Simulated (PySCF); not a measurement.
# CCSD(T)/STO-3G run of NOF (nitrosyl fluoride)

Aim: the vertical ionisation energy of NOF (nitrosyl fluoride) at CCSD(T)/STO-3G, from 2 runs. 

Program for the calculation: PySCF 2.14.0.

23 further runs of the same task are left out: 8 that didn't finish, 15 set aside as unsound or not needed.

## Step 1: The molecule

NOF has 3 atoms, charge 0, and is taken as a singlet. SMILES: `O=NF`. The shape is that of a GFN2-xTB optimisation.

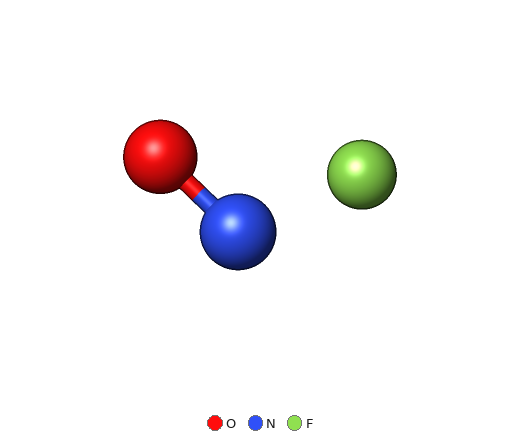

Viewed from a chosen angle; oxygen red, nitrogen blue, fluorine green.

## Step 2: A single-point energy at CCSD(T)/STO-3G

The input, calc.py:

```python
# nitrosyl fluoride
from pyscf import gto, cc

mol = gto.M(
    atom='''
O      1.665302     0.459336     0.967256
N      0.278300    -0.910168     0.054972
F     -1.943621     0.450851    -1.022247
''',
    unit='bohr',
    max_memory=1860,
    basis='sto-3g',
    spin=0,
    verbose=3,
)

mf = mol.RHF()
mf.conv_tol = 1e-10
mf.kernel()
if not mf.converged:
    mf = mf.newton().run(mf.mo_coeff, mf.mo_occ)

mycc = cc.CCSD(mf, frozen=3)
mycc.kernel()
e_t = mycc.ccsd_t()
etot = mycc.e_tot + e_t
print(f'total energy: {etot:.8f} hartree')
```

Run with:

```bash
$ OMP_NUM_THREADS=1 python calc.py
```

What it wrote:

```text
converged SCF energy = -225.502022030464
E(CCSD) = -225.678105825868  E_corr = -0.1760837954044907
CCSD(T) correction = -0.00759757578643809
total energy: -225.68570340 hartree
```

It took 0.44 s on 1 thread of AMD EPYC 9R45 (Zen 5), shared host; peak memory 0.12 GiB.

## Step 3: The doublet cation, same level

The input, input.xyz:

```xyz
3
FNO
O      0.881240     0.243070     0.511850
N      0.147270    -0.481640     0.029090
F     -1.028520     0.238580    -0.540950
```

The input, run.py:

```python
from pyscf import gto, scf, cc

system = gto.M(
    atom='input.xyz',
    charge=1,
    spin=1,
    basis='sto-3g',
    verbose=3,
    max_memory=1860,
)

myscf = scf.UHF(system)
myscf.conv_tol = 1e-10
myscf.kernel()
if not myscf.converged:
    myscf = myscf.newton().run(myscf.mo_coeff, myscf.mo_occ)

mycc = cc.CCSD(myscf, frozen=3)
mycc.kernel()
e_t = mycc.ccsd_t()
e_final = mycc.e_tot + e_t
print('E(%s) = %.9f' % ('CCSD(T)', e_final))
```

Run with:

```bash
$ OMP_NUM_THREADS=1 python run.py
```

What it wrote:

```text
converged SCF energy = -225.183522228961  <S^2> = 1.0782813  2S+1 = 2.3050217
E(UCCSD) = -225.3658985954751  E_corr = -0.1823763665140523
UCCSD(T) correction = -0.0058514782202381
E(CCSD(T)) = -225.371750074
```

Run time: 0.48 s. Hardware: 1 thread of AMD EPYC 9R45 (Zen 5), shared host; peak memory 0.1 GiB.

## Step 4: Summary of results

Level: CCSD(T)/STO-3G, 3 core orbitals frozen.

| quantity | value |
| --- | --- |
| singlet NOF: total energy | -225.68570 Eh |
| singlet NOF: dipole moment (Hartree–Fock density) | 0.36 D |
| singlet NOF: HOMO energy (Hartree–Fock orbitals) | -9.70 eV |
| singlet NOF: LUMO energy (Hartree–Fock orbitals) | 5.61 eV |
| singlet NOF: HOMO–LUMO gap (Hartree–Fock orbitals) | 15.30 eV |
| singlet NOF: correlation energy (3 core orbitals frozen) | -183.7 mEh |
| singlet NOF: (T) correction | -7.60 mEh |
| singlet NOF: T1 diagnostic | 0.021 |
| doublet cation: total energy | -225.37175 Eh |
| doublet cation: HOMO energy (Hartree–Fock orbitals) (highest over α and β) | -24.25 eV |
| doublet cation: LUMO energy (Hartree–Fock orbitals) (lowest over α and β) | -7.85 eV |
| doublet cation: correlation energy (3 core orbitals frozen) | -188.2 mEh |
| doublet cation: (T) correction | -5.85 mEh |
| doublet cation: ⟨S²⟩ of the reference determinant | 1.078 |
| doublet cation: T1 diagnostic | 0.061 |
| vertical ionisation energy (to the doublet cation) | 8.543 eV |

In words: Removing an electron at fixed nuclei costs 8.54 eV (824 kJ/mol). In a minimal basis such a difference can be off by several eV, whatever the method. The T1 diagnostic (singlet NOF) of 0.021 is above the customary mark for such species, so a single reference may not serve. Mulliken charges (singlet NOF) of the mean-field density run from -0.10 on F3 to +0.16 on N2; they depend strongly on the basis. The triples (singlet NOF) make up 4.1 % of the correlation energy. ⟨S²⟩ (doublet cation) is 1.08 where a pure doublet has 0.75: the reference is spin-contaminated.
